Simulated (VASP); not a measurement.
Band structure of Ca (fcc). Calculation: RPBE GGA, VASP's PBE PAW potentials (set 64) (plane waves; VASP).

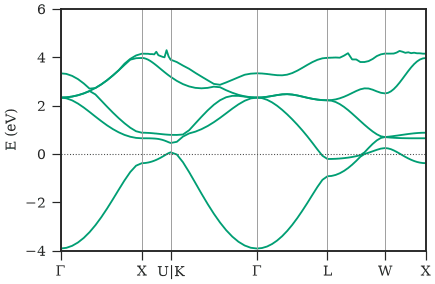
*Bands along high-symmetry lines, zero at the valence-band maximum or, without a gap, the Fermi level*

Q: Read the plot: is there a gap, and where are the band edges?

A: It has no gap at this level: it comes out as a metal or semimetal. (Edges off the drawn lines would not show.)

The compound is Ca in the fcc structure. It was relaxed first.
